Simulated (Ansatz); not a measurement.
# CH4InO (SMILES [CH3][In][OH]): UBCCD/ANO-RCC-VDZ (sfX2C, accuracy low)

What is the energy difference between two shapes of CH4InO at UBCCD/ANO-RCC-VDZ (sfX2C, accuracy low)? 

Program for the calculation: Ansatz 0.2.0.

6 further runs of the same task are left out: 4 for a known fault of the program, 1 that didn't finish, 1 set aside as unsound or not needed.

## 1. The structure to begin with

CH4InO: 7 atoms, total charge 0, spin state doublet. SMILES: `[CH3][In][OH]`. The coordinates come from a PBE0-D4/def2-TZVP relaxation. This is one conformer, not always the lowest.

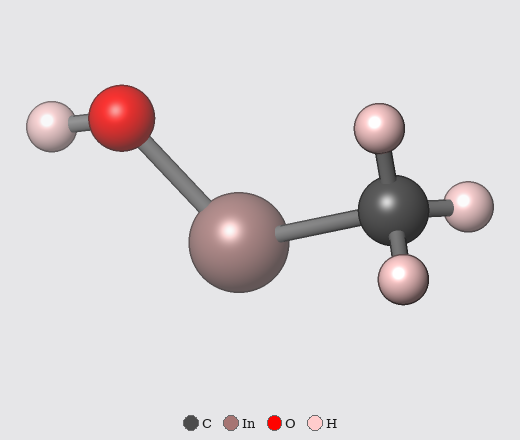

The structure, seen from a chosen angle (carbon dark grey, indium brown, oxygen red, hydrogen pink).

## 2. Energy and forces at UBCCD/ANO-RCC-VDZ (sfX2C, accuracy low)

Input file job.yaml:

```yaml
crystal:
  periodic: [false, false, false]
  atoms:
    - {symbol: C, position_ang: [-1.112400, 0.553800, -0.247900]}
    - {symbol: In, position_ang: [0.751900, -0.484100, -0.796600]}
    - {symbol: O, position_ang: [1.860000, -0.880900, 0.836200]}
    - {symbol: H, position_ang: [-1.965200, -0.017100, -0.612500]}
    - {symbol: H, position_ang: [-1.110000, 1.548400, -0.692400]}
    - {symbol: H, position_ang: [-1.115200, 0.612100, 0.840900]}
    - {symbol: H, position_ang: [2.690900, -1.332100, 0.672300]}
basis:
  gaussian: {orbitals: ANO-RCC-VDZ.json}
accuracy: low
output: {forces: true}
magnetization: {spin_polarized: true, initial_magnetization: 1}
hamiltonian: {pseudopotentials: {relativity: scalar}}
correlation: {method: bccd, electrons: all, diis_vectors: 3}
```

The basis set ANO-RCC-VDZ is read from a file made from the Basis Set Exchange's data (not shown).

On the command line:

```
$ ansatz run job.yaml --threads 1 --pin off --max-ram 2610MiB --events-out events.jsonl --progress --plain --runs-dir runs
```

The program printed (excerpt; [...] marks lines left out):

```text
Warning: RAYON_NUM_THREADS=1 ignored (pool sized by the plan → 1); use --threads N
Functional definition: HF
  name "HF"
[...]
832 factors; integrals over basis functions are off by at most 5.9e-4 eV
[...]
mean field -163086.06879290 eV, -5993.3024844315 hartree, gradient 3.7e-6 eV, S^2 0.771873; 4 other end points of the search recorded, 0 dependent functions left out
determinant -163086.06879290 eV, -5993.3024844315 hartree, with singles and doubles -163094.06748975 eV, -5993.5964311187 hartree
determinant -163083.25358118 eV, -5993.1990273090 hartree, with singles and doubles -163091.26984725 eV, -5993.4936196534 hartree
determinant -163082.87464615 eV, -5993.1851017032 hartree, with singles and doubles -163090.06640224 eV, -5993.4493938650 hartree
reference -163086.06879290 eV, -5993.3024844315 hartree; 34, 33 occupied and 23, 24 virtual orbitals, 832 factors
second order -7.48381623 eV of doubles, -0.00000000 eV of singles
cycle   1  -7.96102215 eV  change    3.8e-2 eV  update   1.7e-2
[...]
cycle  13  -7.95968685 eV  change    2.0e-7 eV  update   1.2e-6
[...]
Total energy: -163094.02847976 eV, -5993.5949975281 hartree
Relativity: scalar
Atom 0 at    -1.112400     0.553800    -0.247900 Å, force     0.261731    -0.150053    -0.099483 eV/Å
Atom 1 at     0.751900    -0.484100    -0.796600 Å, force    -0.397893     0.138255    -0.612967 eV/Å
Atom 2 at     1.860000    -0.880900     0.836200 Å, force    -1.164319     0.635464     0.261408 eV/Å
Atom 3 at    -1.965200    -0.017100    -0.612500 Å, force    -0.451888    -0.244679    -0.156752 eV/Å
Atom 4 at    -1.110000     1.548400    -0.692400 Å, force    -0.046763     0.499363    -0.194232 eV/Å
Atom 5 at    -1.115200     0.612100     0.840900 Å, force    -0.026014     0.043220     0.532042 eV/Å
Atom 6 at     2.690900    -1.332100     0.672300 Å, force     1.825147    -0.921570     0.269984 eV/Å
Dipole moment:    -0.080357    -0.026601    -0.620448 e Å
```

Run time: 3 min. Hardware: 1 thread of Arm Neoverse V1, shared host; peak memory 1.1 GiB.

## 3. The distorted shape at the same level

Input file job.yaml:

```yaml
crystal:
  periodic: [false, false, false]
  atoms:
    - {symbol: C, position_ang: [-1.106897, 0.541013, -0.237759]}
    - {symbol: In, position_ang: [0.738059, -0.479270, -0.831064]}
    - {symbol: O, position_ang: [1.854710, -0.929027, 0.833427]}
    - {symbol: H, position_ang: [-1.935938, -0.067994, -0.624187]}
    - {symbol: H, position_ang: [-1.108725, 1.552904, -0.678308]}
    - {symbol: H, position_ang: [-1.107514, 0.625138, 0.846497]}
    - {symbol: H, position_ang: [2.686111, -1.389572, 0.695180]}
basis:
  gaussian: {orbitals: ANO-RCC-VDZ.json}
accuracy: low
output: {forces: true}
magnetization: {spin_polarized: true, initial_magnetization: 1}
hamiltonian: {pseudopotentials: {relativity: scalar}}
correlation: {method: bccd, electrons: all, diis_vectors: 3}
```

The basis set ANO-RCC-VDZ is read from a file made from the Basis Set Exchange's data (not shown).

On the command line:

```
$ ansatz run job.yaml --threads 1 --pin off --max-ram 2610MiB --events-out events.jsonl --progress --plain --runs-dir runs
```

The program printed (excerpt; [...] marks lines left out):

```text
Warning: RAYON_NUM_THREADS=1 ignored (pool sized by the plan → 1); use --threads N
[... 2 set-up lines as earlier in the session ...]
[...]
831 factors; integrals over basis functions are off by at most 5.9e-4 eV
[...]
mean field -163086.06529151 eV, -5993.3023557576 hartree, gradient 3.8e-6 eV, S^2 0.771953; 7 other end points of the search recorded, 0 dependent functions left out
determinant -163086.06529151 eV, -5993.3023557576 hartree, with singles and doubles -163094.09388704 eV, -5993.5974012014 hartree
determinant -163083.21271728 eV, -5993.1975255882 hartree, with singles and doubles -163091.24220215 eV, -5993.4926037144 hartree
determinant -163083.11968944 eV, -5993.1941068783 hartree, with singles and doubles -163090.32101607 eV, -5993.4587507507 hartree
reference -163086.06529151 eV, -5993.3023557576 hartree; 34, 33 occupied and 23, 24 virtual orbitals, 831 factors
second order -7.51241010 eV of doubles, -0.00000000 eV of singles
cycle   1  -7.98937254 eV  change    3.9e-2 eV  update   1.8e-2
[...]
cycle  13  -7.98834242 eV  change    2.9e-7 eV  update   1.4e-6
[...]
Total energy: -163094.05363393 eV, -5993.5959219269 hartree
Relativity: scalar
Atom 0 at    -1.106897     0.541013    -0.237759 Å, force     0.088898     0.244634    -0.484527 eV/Å
Atom 1 at     0.738059    -0.479270    -0.831064 Å, force     0.262717    -0.091758     0.018426 eV/Å
Atom 2 at     1.854710    -0.929027     0.833427 Å, force    -1.539520     0.802026    -0.281399 eV/Å
Atom 3 at    -1.935938    -0.067994    -0.624187 Å, force    -0.317871     0.078660     0.061740 eV/Å
Atom 4 at    -1.108725     1.552904    -0.678308 Å, force    -0.159917     0.021887    -0.142026 eV/Å
Atom 5 at    -1.107514     0.625138     0.846497 Å, force    -0.073317    -0.138650     0.621642 eV/Å
Atom 6 at     2.686111    -1.389572     0.695180 Å, force     1.739010    -0.916799     0.206144 eV/Å
Dipole moment:    -0.098028    -0.004577    -0.651973 e Å
```

Run time: 3 min. Hardware: 1 thread of Arm Neoverse V1, shared host; peak memory 1.1 GiB.

## 4. What came out

Level: UBCCD/ANO-RCC-VDZ (sfX2C, accuracy low).

| quantity | value |
| --- | --- |
| first shape: total energy | -5993.59500 Eh |
| first shape: dipole moment (correlated density) | 3.01 D |
| first shape: correlation energy | -292.5 mEh |
| first shape: ⟨S²⟩ of the reference determinant | 0.772 |
| first shape: largest force on an atom | 2.062 eV/Å |
| distorted shape: total energy | -5993.59592 Eh |
| distorted shape: dipole moment (correlated density) | 3.17 D |
| distorted shape: correlation energy | -293.6 mEh |
| distorted shape: ⟨S²⟩ of the reference determinant | 0.772 |
| distorted shape: largest force on an atom | 1.977 eV/Å |
| energy change with the atoms displaced | -0.025 eV |

What this shows: With the atoms displaced the energy falls by 0.03 eV (2.4 kJ/mol). The first shape isn't relaxed at this level, so the change isn't measured from a minimum. The largest force (first shape) is 2.06 eV/Å: the shape isn't a stationary point for this species at this level. Mulliken charges (first shape) run from -0.89 on O3 to +0.86 on In2. The accuracy setting (first shape) is loose, so the last digits carry no meaning. The accuracy setting (distorted shape) is loose, so the last digits carry no meaning.
